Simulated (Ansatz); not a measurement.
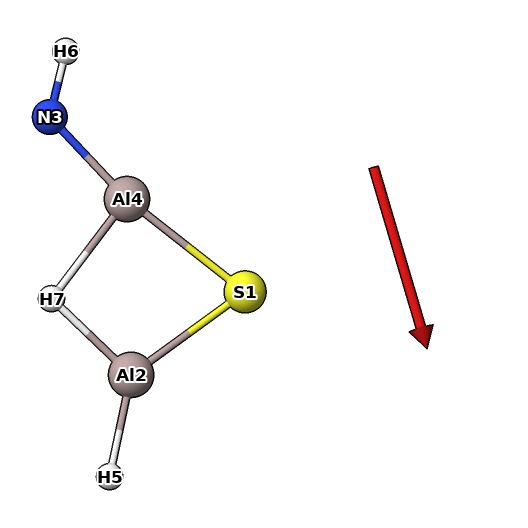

The arrow beside the molecule shows the direction of the dipole moment, from the negative to the positive end (its length means nothing). Computed geometry: PBE-D4/def2-SVP optimisation. No frequency run is at hand to confirm it as a minimum. Level of theory: RKS PBE-D4/def2-SVP (Ansatz 0.2.0).

### Estimate the dipole moment.

3.78 D; it points from the side of H6 to the side of H5 (the outermost atoms at the two ends).
